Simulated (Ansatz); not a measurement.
## C2H5B2NO: molecular dynamics (part 1 of 2)

System: C2H5B2NO, SMILES C#CBB(N)O.
Method: RKS r2SCAN/def2-SVP (Ansatz 0.2.0).

It belongs to a series of runs on one base structure; here: dynamics from the last frame of an earlier run.

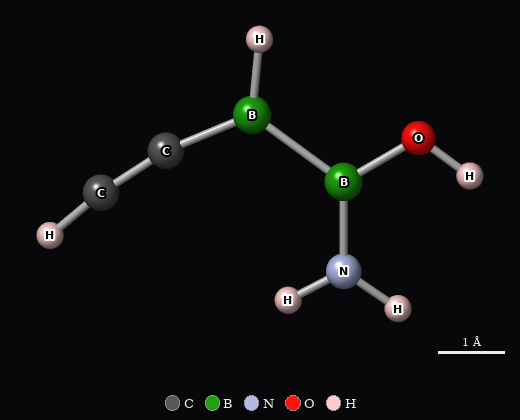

**Figure 1.** The starting structure (ball-and-stick view, seen at a tilt).

Summary

```csv
quantity,value
outcome,finished
mean temperature over the second half,206 K
trajectory,"150 steps, 75 fs"
ensemble,nvt_nose_hoover
temperature in the input,300.0 K
time step,0.5 fs
potential energy (last step),−7035.4023 eV
mean-field energy (last step),−7035.4023 eV
largest force (length of the vector) (last step),1.809 eV/Å
hardware,"2 threads of Arm Neoverse V1, 16 GiB of memory available, shared host"
wall time,5.3 min (CPU time 10 min)
peak memory,0.14 GiB
```

Notes

So short a trajectory is not equilibrated. The temperature stays far from the 300 K of the thermostat over the second half: the run isn't equilibrated.

Input
```yaml
crystal:
  periodic: [false, false, false]
  atoms:
    - { symbol: C, position_ang: [2.774178, 0.004297, -0.15065] }
    - { symbol: C, position_ang: [1.72036, -0.621805, -0.27253] }
    - { symbol: B, position_ang: [0.33292, -1.187411, -0.289262] }
    - { symbol: B, position_ang: [-1.016292, -0.147484, 0.044832] }
    - { symbol: "N", position_ang: [-0.918818, 1.228079, 0.385028] }
    - { symbol: O, position_ang: [-2.225417, -0.786728, -0.09281] }
    - { symbol: H, position_ang: [3.620897, 0.676348, -0.074006] }
    - { symbol: H, position_ang: [0.136753, -2.343769, -0.577698] }
    - { symbol: H, position_ang: [-1.696196, 1.897722, 0.405326] }
    - { symbol: H, position_ang: [-0.024836, 1.661989, 0.451554] }
    - { symbol: H, position_ang: [-2.969161, -0.159156, 0.015509] }
basis:
  gaussian: { orbitals: def2-SVP }
hamiltonian:
  xc: r2scan
md:
  timestep: 0.5
  n_steps: 150
  ensemble: nvt_nose_hoover
  temperature: 300.0
  initial_velocities: maxwell_boltzmann
  seed: 317771
scf:
  lower_state_search: "off"
```

Command:
```bash
ansatz run input.yaml --threads 2 --pin off --max-ram 3072MiB --backend cpu --events-out ev --progress --plain --runs-dir out
```

Log
```
Engine: ansatz 0.2.0, aarch64-unknown-linux-gnu
Functional definition: r2SCAN
  parameter k0 = 0.174
  parameter k1 = 0.065
  parameter a1 = 4.9479
  exchange = r2scan_x(k0 = k0, k1 = k1, a1 = a1)
  correlation = r2scan_c
these checks for a lower state are left out or cut short: stability, starts, cluster_reference, orbital_swaps, neighbouring_geometries, increment
1229 factors; their error is unknown
mean field evaluation 1: about -7024.5517 eV, gradient 7.2e1 eV
mean field evaluation 2: about -7007.7923 eV, gradient 1.1e2 eV
mean field evaluation 4: about -7035.1605 eV, gradient 1.3e1 eV
mean field evaluation 8: about -7035.6224 eV, gradient 1.7e-1 eV
mean field evaluation 16: about -7035.5906 eV, gradient 5.7e-4 eV
mean field -7035.59064499 eV, -258.5531873086 hartree, gradient 1.3e-6 eV, S^2 0.000000; 0 other end points of the search recorded, 0 dependent functions left out
the calculation of the forces begins
reference -7035.59065568 eV, -258.5531877016 hartree; 21, 21 occupied and 88, 88 virtual orbitals, 1229 factors
md step     0: t =     0.00 fs  T =   300.0 K  F+E_penalty+E_count = -7035.59064499 eV  E_kin = 0.349002 eV  conserved = -7035.24164299 eV  (19 SCF iters)
these checks for a lower state are left out or cut short: stability, starts, cluster_reference, orbital_swaps, neighbouring_geometries, increment
1229 factors; their error is unknown
mean field -7035.58404883 eV, -258.5529449045 hartree, gradient 2.7e-6 eV, S^2 0.000000; 0 other end points of the search recorded, 0 dependent functions left out
the calculation of the forces begins
reference -7035.58405952 eV, -258.5529452973 hartree; 21, 21 occupied and 88, 88 virtual orbitals, 1229 factors
md step     1: t =     0.50 fs  T =   294.4 K  F+E_penalty+E_count = -7035.58404883 eV  E_kin = 0.342519 eV  conserved = -7035.24152965 eV  (22 SCF iters)
[... from here on the SCF iterations and repeated set-up lines of each step are left out, up to the last step ...]
md step     2: t =     1.00 fs  T =   288.3 K  F+E_penalty+E_count = -7035.57694590 eV  E_kin = 0.335442 eV  conserved = -7035.24150398 eV  (22 SCF iters)
md step     3: t =     1.50 fs  T =   282.0 K  F+E_penalty+E_count = -7035.56968435 eV  E_kin = 0.328114 eV  conserved = -7035.24157220 eV  (22 SCF iters)
md step     4: t =     2.00 fs  T =   274.6 K  F+E_penalty+E_count = -7035.56116963 eV  E_kin = 0.319492 eV  conserved = -7035.24168051 eV  (22 SCF iters)
md step     5: t =     2.50 fs  T =   264.7 K  F+E_penalty+E_count = -7035.54968467 eV  E_kin = 0.307940 eV  conserved = -7035.24175135 eV  (22 SCF iters)
md step     6: t =     3.00 fs  T =   251.3 K  F+E_penalty+E_count = -7035.53407876 eV  E_kin = 0.292360 eV  conserved = -7035.24173043 eV  (22 SCF iters)
md step     7: t =     3.50 fs  T =   234.7 K  F+E_penalty+E_count = -7035.51462124 eV  E_kin = 0.273028 eV  conserved = -7035.24161175 eV  (23 SCF iters)
md step     8: t =     4.00 fs  T =   216.4 K  F+E_penalty+E_count = -7035.49311745 eV  E_kin = 0.251711 eV  conserved = -7035.24143414 eV  (23 SCF iters)
md step     9: t =     4.50 fs  T =   198.7 K  F+E_penalty+E_count = -7035.47232127 eV  E_kin = 0.231101 eV  conserved = -7035.24125978 eV  (23 SCF iters)
md step    10: t =     5.00 fs  T =   183.8 K  F+E_penalty+E_count = -7035.45496652 eV  E_kin = 0.213872 eV  conserved = -7035.24114864 eV  (23 SCF iters)
md step    11: t =     5.50 fs  T =   173.4 K  F+E_penalty+E_count = -7035.44282348 eV  E_kin = 0.201759 eV  conserved = -7035.24113593 eV  (23 SCF iters)
md step    12: t =     6.00 fs  T =   167.6 K  F+E_penalty+E_count = -7035.43613923 eV  E_kin = 0.195013 eV  conserved = -7035.24121929 eV  (23 SCF iters)
md step    13: t =     6.50 fs  T =   165.4 K  F+E_penalty+E_count = -7035.43366791 eV  E_kin = 0.192425 eV  conserved = -7035.24136035 eV  (23 SCF iters)
md step    14: t =     7.00 fs  T =   165.0 K  F+E_penalty+E_count = -7035.43326576 eV  E_kin = 0.191912 eV  conserved = -7035.24150091 eV  (23 SCF iters)
md step    15: t =     7.50 fs  T =   164.5 K  F+E_penalty+E_count = -7035.43279724 eV  E_kin = 0.191391 eV  conserved = -7035.24158635 eV  (23 SCF iters)
md step    16: t =     8.00 fs  T =   163.0 K  F+E_penalty+E_count = -7035.43098055 eV  E_kin = 0.189610 eV  conserved = -7035.24158813 eV  (23 SCF iters)
md step    17: t =     8.50 fs  T =   160.4 K  F+E_penalty+E_count = -7035.42782254 eV  E_kin = 0.186564 eV  conserved = -7035.24151720 eV  (23 SCF iters)
md step    18: t =     9.00 fs  T =   157.6 K  F+E_penalty+E_count = -7035.42443238 eV  E_kin = 0.183313 eV  conserved = -7035.24142328 eV  (23 SCF iters)
md step    19: t =     9.50 fs  T =   155.8 K  F+E_penalty+E_count = -7035.42224187 eV  E_kin = 0.181221 eV  conserved = -7035.24137321 eV  (23 SCF iters)
md step    20: t =    10.00 fs  T =   155.6 K  F+E_penalty+E_count = -7035.42198040 eV  E_kin = 0.180972 eV  conserved = -7035.24141279 eV  (23 SCF iters)
md step    21: t =    10.50 fs  T =   156.4 K  F+E_penalty+E_count = -7035.42298739 eV  E_kin = 0.181915 eV  conserved = -7035.24153442 eV  (23 SCF iters)
md step    22: t =    11.00 fs  T =   156.6 K  F+E_penalty+E_count = -7035.42333973 eV  E_kin = 0.182186 eV  conserved = -7035.24167707 eV  (23 SCF iters)
md step    23: t =    11.50 fs  T =   154.4 K  F+E_penalty+E_count = -7035.42078620 eV  E_kin = 0.179613 eV  conserved = -7035.24176235 eV  (23 SCF iters)
md step    24: t =    12.00 fs  T =   148.6 K  F+E_penalty+E_count = -7035.41395139 eV  E_kin = 0.172868 eV  conserved = -7035.24174027 eV  (23 SCF iters)
md step    25: t =    12.50 fs  T =   139.4 K  F+E_penalty+E_count = -7035.40311564 eV  E_kin = 0.162228 eV  conserved = -7035.24161452 eV  (23 SCF iters)
md step    26: t =    13.00 fs  T =   128.5 K  F+E_penalty+E_count = -7035.39017377 eV  E_kin = 0.149532 eV  conserved = -7035.24143715 eV  (23 SCF iters)
md step    27: t =    13.50 fs  T =   118.1 K  F+E_penalty+E_count = -7035.37784709 eV  E_kin = 0.137430 eV  conserved = -7035.24127978 eV  (23 SCF iters)
md step    28: t =    14.00 fs  T =   110.3 K  F+E_penalty+E_count = -7035.36857829 eV  E_kin = 0.128307 eV  conserved = -7035.24119933 eV  (24 SCF iters)
md step    29: t =    14.50 fs  T =   106.1 K  F+E_penalty+E_count = -7035.36363827 eV  E_kin = 0.123419 eV  conserved = -7035.24121479 eV  (24 SCF iters)
md step    30: t =    15.00 fs  T =   105.4 K  F+E_penalty+E_count = -7035.36282107 eV  E_kin = 0.122584 eV  conserved = -7035.24130213 eV  (24 SCF iters)
md step    31: t =    15.50 fs  T =   107.0 K  F+E_penalty+E_count = -7035.36480210 eV  E_kin = 0.124530 eV  conserved = -7035.24141052 eV  (24 SCF iters)
md step    32: t =    16.00 fs  T =   109.7 K  F+E_penalty+E_count = -7035.36792256 eV  E_kin = 0.127653 eV  conserved = -7035.24148708 eV  (23 SCF iters)
md step    33: t =    16.50 fs  T =   112.5 K  F+E_penalty+E_count = -7035.37102025 eV  E_kin = 0.130827 eV  conserved = -7035.24149690 eV  (23 SCF iters)
md step    34: t =    17.00 fs  T =   115.1 K  F+E_penalty+E_count = -7035.37398023 eV  E_kin = 0.133941 eV  conserved = -7035.24143415 eV  (23 SCF iters)
md step    35: t =    17.50 fs  T =   118.6 K  F+E_penalty+E_count = -7035.37781830 eV  E_kin = 0.137987 eV  conserved = -7035.24132548 eV  (23 SCF iters)
md step    36: t =    18.00 fs  T =   124.3 K  F+E_penalty+E_count = -7035.38424387 eV  E_kin = 0.144619 eV  conserved = -7035.24122515 eV  (24 SCF iters)
md step    37: t =    18.50 fs  T =   133.5 K  F+E_penalty+E_count = -7035.39479941 eV  E_kin = 0.155322 eV  conserved = -7035.24119558 eV  (24 SCF iters)
md step    38: t =    19.00 fs  T =   146.5 K  F+E_penalty+E_count = -7035.40989762 eV  E_kin = 0.170475 eV  conserved = -7035.24127381 eV  (24 SCF iters)
md step    39: t =    19.50 fs  T =   162.3 K  F+E_penalty+E_count = -7035.42826940 eV  E_kin = 0.188829 eV  conserved = -7035.24144252 eV  (24 SCF iters)
md step    40: t =    20.00 fs  T =   178.6 K  F+E_penalty+E_count = -7035.44724900 eV  E_kin = 0.207791 eV  conserved = -7035.24163116 eV  (24 SCF iters)
md step    41: t =    20.50 fs  T =   193.0 K  F+E_penalty+E_count = -7035.46386654 eV  E_kin = 0.224479 eV  conserved = -7035.24175242 eV  (24 SCF iters)
md step    42: t =    21.00 fs  T =   203.7 K  F+E_penalty+E_count = -7035.47618342 eV  E_kin = 0.237003 eV  conserved = -7035.24175427 eV  (23 SCF iters)
md step    43: t =    21.50 fs  T =   210.8 K  F+E_penalty+E_count = -7035.48410122 eV  E_kin = 0.245248 eV  conserved = -7035.24164861 eV  (23 SCF iters)
md step    44: t =    22.00 fs  T =   215.5 K  F+E_penalty+E_count = -7035.48919264 eV  E_kin = 0.250718 eV  conserved = -7035.24150285 eV  (23 SCF iters)
md step    45: t =    22.50 fs  T =   219.7 K  F+E_penalty+E_count = -7035.49367970 eV  E_kin = 0.255549 eV  conserved = -7035.24139989 eV  (23 SCF iters)
md step    46: t =    23.00 fs  T =   224.6 K  F+E_penalty+E_count = -7035.49916502 eV  E_kin = 0.261291 eV  conserved = -7035.24139227 eV  (23 SCF iters)
md step    47: t =    23.50 fs  T =   230.5 K  F+E_penalty+E_count = -7035.50581327 eV  E_kin = 0.268113 eV  conserved = -7035.24147789 eV  (23 SCF iters)
md step    48: t =    24.00 fs  T =   236.2 K  F+E_penalty+E_count = -7035.51236044 eV  E_kin = 0.274799 eV  conserved = -7035.24160909 eV  (23 SCF iters)
md step    49: t =    24.50 fs  T =   240.2 K  F+E_penalty+E_count = -7035.51683183 eV  E_kin = 0.279435 eV  conserved = -7035.24172256 eV  (23 SCF iters)
md step    50: t =    25.00 fs  T =   241.0 K  F+E_penalty+E_count = -7035.51751791 eV  E_kin = 0.280358 eV  conserved = -7035.24176979 eV  (23 SCF iters)
md step    51: t =    25.50 fs  T =   238.0 K  F+E_penalty+E_count = -7035.51374638 eV  E_kin = 0.276912 eV  conserved = -7035.24173058 eV  (23 SCF iters)
md step    52: t =    26.00 fs  T =   231.9 K  F+E_penalty+E_count = -7035.50620502 eV  E_kin = 0.269769 eV  conserved = -7035.24161563 eV  (23 SCF iters)
md step    53: t =    26.50 fs  T =   224.1 K  F+E_penalty+E_count = -7035.49676578 eV  E_kin = 0.260761 eV  conserved = -7035.24146281 eV  (23 SCF iters)
md step    54: t =    27.00 fs  T =   216.9 K  F+E_penalty+E_count = -7035.48786898 eV  E_kin = 0.252271 eV  conserved = -7035.24132920 eV  (23 SCF iters)
md step    55: t =    27.50 fs  T =   211.8 K  F+E_penalty+E_count = -7035.48161336 eV  E_kin = 0.246342 eV  conserved = -7035.24127251 eV  (23 SCF iters)
md step    56: t =    28.00 fs  T =   209.6 K  F+E_penalty+E_count = -7035.47886093 eV  E_kin = 0.243809 eV  conserved = -7035.24132156 eV  (23 SCF iters)
md step    57: t =    28.50 fs  T =   209.7 K  F+E_penalty+E_count = -7035.47880992 eV  E_kin = 0.243898 eV  conserved = -7035.24145232 eV  (23 SCF iters)
md step    58: t =    29.00 fs  T =   210.3 K  F+E_penalty+E_count = -7035.47938295 eV  E_kin = 0.244606 eV  conserved = -7035.24159287 eV  (23 SCF iters)
md step    59: t =    29.50 fs  T =   209.5 K  F+E_penalty+E_count = -7035.47833952 eV  E_kin = 0.243774 eV  conserved = -7035.24166126 eV  (23 SCF iters)
md step    60: t =    30.00 fs  T =   206.6 K  F+E_penalty+E_count = -7035.47452737 eV  E_kin = 0.240289 eV  conserved = -7035.24161595 eV  (23 SCF iters)
md step    61: t =    30.50 fs  T =   201.8 K  F+E_penalty+E_count = -7035.46852898 eV  E_kin = 0.234705 eV  conserved = -7035.24148078 eV  (23 SCF iters)
md step    62: t =    31.00 fs  T =   196.8 K  F+E_penalty+E_count = -7035.46231727 eV  E_kin = 0.228922 eV  conserved = -7035.24132968 eV  (23 SCF iters)
md step    63: t =    31.50 fs  T =   193.5 K  F+E_penalty+E_count = -7035.45814600 eV  E_kin = 0.225116 eV  conserved = -7035.24124125 eV  (23 SCF iters)
md step    64: t =    32.00 fs  T =   193.1 K  F+E_penalty+E_count = -7035.45735495 eV  E_kin = 0.224589 eV  conserved = -7035.24125426 eV  (23 SCF iters)
md step    65: t =    32.50 fs  T =   195.3 K  F+E_penalty+E_count = -7035.45976187 eV  E_kin = 0.227182 eV  conserved = -7035.24135205 eV  (24 SCF iters)
md step    66: t =    33.00 fs  T =   199.0 K  F+E_penalty+E_count = -7035.46388826 eV  E_kin = 0.231471 eV  conserved = -7035.24148127 eV  (24 SCF iters)
md step    67: t =    33.50 fs  T =   202.5 K  F+E_penalty+E_count = -7035.46775907 eV  E_kin = 0.235540 eV  conserved = -7035.24158471 eV  (24 SCF iters)
md step    68: t =    34.00 fs  T =   204.4 K  F+E_penalty+E_count = -7035.46978813 eV  E_kin = 0.237839 eV  conserved = -7035.24162512 eV  (24 SCF iters)
md step    69: t =    34.50 fs  T =   204.4 K  F+E_penalty+E_count = -7035.46937121 eV  E_kin = 0.237771 eV  conserved = -7035.24159244 eV  (24 SCF iters)
md step    70: t =    35.00 fs  T =   202.7 K  F+E_penalty+E_count = -7035.46705458 eV  E_kin = 0.235866 eV  conserved = -7035.24150052 eV  (23 SCF iters)
md step    71: t =    35.50 fs  T =   200.8 K  F+E_penalty+E_count = -7035.46431122 eV  E_kin = 0.233560 eV  conserved = -7035.24138276 eV  (23 SCF iters)
md step    72: t =    36.00 fs  T =   200.0 K  F+E_penalty+E_count = -7035.46299704 eV  E_kin = 0.232665 eV  conserved = -7035.24128675 eV  (23 SCF iters)
md step    73: t =    36.50 fs  T =   201.7 K  F+E_penalty+E_count = -7035.46459345 eV  E_kin = 0.234615 eV  conserved = -7035.24126044 eV  (22 SCF iters)
md step    74: t =    37.00 fs  T =   206.1 K  F+E_penalty+E_count = -7035.46947039 eV  E_kin = 0.239762 eV  conserved = -7035.24132748 eV  (22 SCF iters)
md step    75: t =    37.50 fs  T =   212.4 K  F+E_penalty+E_count = -7035.47654702 eV  E_kin = 0.247052 eV  conserved = -7035.24146503 eV  (22 SCF iters)
md step    76: t =    38.00 fs  T =   218.7 K  F+E_penalty+E_count = -7035.48366962 eV  E_kin = 0.254399 eV  conserved = -7035.24160559 eV  (22 SCF iters)
md step    77: t =    38.50 fs  T =   223.2 K  F+E_penalty+E_count = -7035.48865644 eV  E_kin = 0.259698 eV  conserved = -7035.24167088 eV  (22 SCF iters)
md step    78: t =    39.00 fs  T =   225.2 K  F+E_penalty+E_count = -7035.49048345 eV  E_kin = 0.261963 eV  conserved = -7035.24162147 eV  (22 SCF iters)
md step    79: t =    39.50 fs  T =   225.1 K  F+E_penalty+E_count = -7035.48988382 eV  E_kin = 0.261895 eV  conserved = -7035.24148264 eV  (22 SCF iters)
md step    80: t =    40.00 fs  T =   224.8 K  F+E_penalty+E_count = -7035.48895880 eV  E_kin = 0.261519 eV  conserved = -7035.24133124 eV  (22 SCF iters)
md step    81: t =    40.50 fs  T =   226.1 K  F+E_penalty+E_count = -7035.49002013 eV  E_kin = 0.263067 eV  conserved = -7035.24124630 eV  (22 SCF iters)
md step    82: t =    41.00 fs  T =   230.2 K  F+E_penalty+E_count = -7035.49438788 eV  E_kin = 0.267829 eV  conserved = -7035.24126280 eV  (22 SCF iters)
md step    83: t =    41.50 fs  T =   236.9 K  F+E_penalty+E_count = -7035.50184110 eV  E_kin = 0.275610 eV  conserved = -7035.24135865 eV  (22 SCF iters)
md step    84: t =    42.00 fs  T =   245.0 K  F+E_penalty+E_count = -7035.51093076 eV  E_kin = 0.285022 eV  conserved = -7035.24147798 eV  (22 SCF iters)
md step    85: t =    42.50 fs  T =   253.0 K  F+E_penalty+E_count = -7035.51982394 eV  E_kin = 0.294286 eV  conserved = -7035.24156664 eV  (22 SCF iters)
md step    86: t =    43.00 fs  T =   259.6 K  F+E_penalty+E_count = -7035.52714838 eV  E_kin = 0.302058 eV  conserved = -7035.24159475 eV  (22 SCF iters)
md step    87: t =    43.50 fs  T =   264.7 K  F+E_penalty+E_count = -7035.53248061 eV  E_kin = 0.307916 eV  conserved = -7035.24155921 eV  (22 SCF iters)
md step    88: t =    44.00 fs  T =   268.6 K  F+E_penalty+E_count = -7035.53640793 eV  E_kin = 0.312425 eV  conserved = -7035.24147749 eV  (22 SCF iters)
md step    89: t =    44.50 fs  T =   272.4 K  F+E_penalty+E_count = -7035.54024871 eV  E_kin = 0.316872 eV  conserved = -7035.24138188 eV  (22 SCF iters)
md step    90: t =    45.00 fs  T =   277.4 K  F+E_penalty+E_count = -7035.54552604 eV  E_kin = 0.322738 eV  conserved = -7035.24131474 eV  (22 SCF iters)
md step    91: t =    45.50 fs  T =   284.6 K  F+E_penalty+E_count = -7035.55328965 eV  E_kin = 0.331034 eV  conserved = -7035.24131719 eV  (22 SCF iters)
md step    92: t =    46.00 fs  T =   293.7 K  F+E_penalty+E_count = -7035.56348300 eV  E_kin = 0.341691 eV  conserved = -7035.24140632 eV  (22 SCF iters)
md step    93: t =    46.50 fs  T =   303.7 K  F+E_penalty+E_count = -7035.57469504 eV  E_kin = 0.353325 eV  conserved = -7035.24155685 eV  (22 SCF iters)
md step    94: t =    47.00 fs  T =   312.6 K  F+E_penalty+E_count = -7035.58457729 eV  E_kin = 0.363652 eV  conserved = -7035.24170237 eV  (22 SCF iters)
md step    95: t =    47.50 fs  T =   318.5 K  F+E_penalty+E_count = -7035.59086434 eV  E_kin = 0.370476 eV  conserved = -7035.24177125 eV  (22 SCF iters)
md step    96: t =    48.00 fs  T =   320.4 K  F+E_penalty+E_count = -7035.59245873 eV  E_kin = 0.372721 eV  conserved = -7035.24173317 eV  (23 SCF iters)
md step    97: t =    48.50 fs  T =   318.8 K  F+E_penalty+E_count = -7035.58988711 eV  E_kin = 0.370875 eV  conserved = -7035.24162123 eV  (22 SCF iters)
md step    98: t =    49.00 fs  T =   315.1 K  F+E_penalty+E_count = -7035.58480438 eV  E_kin = 0.366512 eV  conserved = -7035.24150953 eV  (21 SCF iters)
md step    99: t =    49.50 fs  T =   310.5 K  F+E_penalty+E_count = -7035.57888359 eV  E_kin = 0.361239 eV  conserved = -7035.24146149 eV  (22 SCF iters)
md step   100: t =    50.00 fs  T =   305.8 K  F+E_penalty+E_count = -7035.57285107 eV  E_kin = 0.355769 eV  conserved = -7035.24149097 eV  (22 SCF iters)
md step   101: t =    50.50 fs  T =   300.6 K  F+E_penalty+E_count = -7035.56625711 eV  E_kin = 0.349687 eV  conserved = -7035.24156243 eV  (22 SCF iters)
md step   102: t =    51.00 fs  T =   293.9 K  F+E_penalty+E_count = -7035.55799455 eV  E_kin = 0.341937 eV  conserved = -7035.24162267 eV  (22 SCF iters)
md step   103: t =    51.50 fs  T =   285.0 K  F+E_penalty+E_count = -7035.54710006 eV  E_kin = 0.331588 eV  conserved = -7035.24163580 eV  (22 SCF iters)
md step   104: t =    52.00 fs  T =   273.7 K  F+E_penalty+E_count = -7035.53332729 eV  E_kin = 0.318398 eV  conserved = -7035.24159442 eV  (22 SCF iters)
md step   105: t =    52.50 fs  T =   260.4 K  F+E_penalty+E_count = -7035.51729080 eV  E_kin = 0.302964 eV  conserved = -7035.24151245 eV  (22 SCF iters)
md step   106: t =    53.00 fs  T =   246.3 K  F+E_penalty+E_count = -7035.50027448 eV  E_kin = 0.286545 eV  conserved = -7035.24141117 eV  (22 SCF iters)
md step   107: t =    53.50 fs  T =   232.7 K  F+E_penalty+E_count = -7035.48389518 eV  E_kin = 0.270736 eV  conserved = -7035.24131328 eV  (22 SCF iters)
md step   108: t =    54.00 fs  T =   221.0 K  F+E_penalty+E_count = -7035.46972641 eV  E_kin = 0.257090 eV  conserved = -7035.24124239 eV  (22 SCF iters)
md step   109: t =    54.50 fs  T =   212.1 K  F+E_penalty+E_count = -7035.45890724 eV  E_kin = 0.246727 eV  conserved = -7035.24122096 eV  (22 SCF iters)
```
